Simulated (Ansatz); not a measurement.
**AlH3− (quartet): the correlation ladder, aug-cc-pVTZ**

Aim: climb from Hartree-Fock through coupled cluster and multireference methods for AlH3− (quartet) at one geometry and basis, and see what each rung misses.

Method: aug-cc-pVTZ, core rule «outside noble gas», up to 5 orbitals frozen; program: Ansatz 0.2.0, Gaussian basis.

Plan: UHF; CCSD(T) on ROHF; CCSD(T) on UHF; BCCD(T) on ROHF; CCSDT(Q) on ROHF; CCSDT(Q) on UHF; CASSCF and NEVPT2, 7 electrons in 7 orbitals.

4 further runs of the same task are left out: 2 for a known fault of the program, 2 set aside as unsound or not needed.

## Step 1: The system

The geometry is a PBE0/def2-TZVPD stationary point (not a proven minimum) of the parent state, kept for this charge and spin.

4 atoms, charge -1, spin multiplicity 4.

Atoms are counted from 1 here; the program's logs count them from 0.

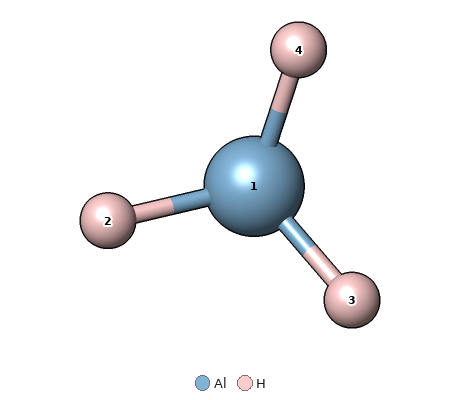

The geometry (aluminium light blue, hydrogen pink); atoms are numbered from 1 in the order of the file.

## Step 2: UHF

Contents of in.yaml:

```yaml
crystal:
  periodic: [false, false, false]
  atoms:
    - {symbol: Al, position_ang: [0.000089, -0.000115, -0.050932]}
    - {symbol: H, position_ang: [1.559162, 0.012743, 0.457166]}
    - {symbol: H, position_ang: [-0.790913, 1.346129, 0.450047]}
    - {symbol: H, position_ang: [-0.770631, -1.355790, 0.456190]}
basis:
  gaussian: {orbitals: aug-cc-pVTZ}
total_charge: -1
magnetization: {spin_polarized: true, initial_magnetization: 3}
hamiltonian: {xc: hf}
output: {orbitals: {seedname: orbitals}}
```

The run is started by

```console
> ansatz run in.yaml --threads 1 --pin off --events-out ev --progress --plain --max-ram 4096MiB --backend cpu
```

Further steps of the session: CCSD(T) on ROHF; CCSD(T) on UHF; BCCD(T) on ROHF; CCSDT(Q) on ROHF; CCSDT(Q) on UHF; CASSCF and NEVPT2, 7 electrons in 7 orbitals.

Q: Predict the results of all the runs planned. Wanted: UCCSDT(Q) below the RHF energy; RMP2 from UCCSDT(Q); UMP2 from UCCSDT(Q); RCCSD from UCCSDT(Q); RCCSD(T) from UCCSDT(Q); UCCSD(T) from UCCSDT(Q); RCCSDT(Q) from UCCSDT(Q); NEVPT2 valence from UCCSDT(Q); T1 diagnostic.

As calculated:

```
                         quantity                      value
   UCCSDT(Q) below the RHF energy                 -3.0850 eV
              RMP2 from UCCSDT(Q)            +20.07 kcal/mol
              UMP2 from UCCSDT(Q)            +19.53 kcal/mol
             RCCSD from UCCSDT(Q)             +3.82 kcal/mol
          RCCSD(T) from UCCSDT(Q)             +1.41 kcal/mol
          UCCSD(T) from UCCSDT(Q)             +1.37 kcal/mol
         RCCSDT(Q) from UCCSDT(Q)             +0.04 kcal/mol
    NEVPT2 valence from UCCSDT(Q)            +19.17 kcal/mol
levels within 1 kcal/mol (43 meV)  RCCSDT, UCCSDT, RCCSDT(Q)
                    T1 diagnostic                      0.057
   effectively unpaired electrons                       3.01
```

RCCSD(T) lands +1.41 kcal/mol from the yardstick (2.0 % of the correlation energy). The occupations are near whole numbers, but T1 = 0.057 shows that the orbitals relax strongly. These misses are within one basis, not against nature; the frozen cores of restricted and unrestricted runs differ, which can shift their rows. The highest orbital lies above zero: the basis alone holds the extra electron.
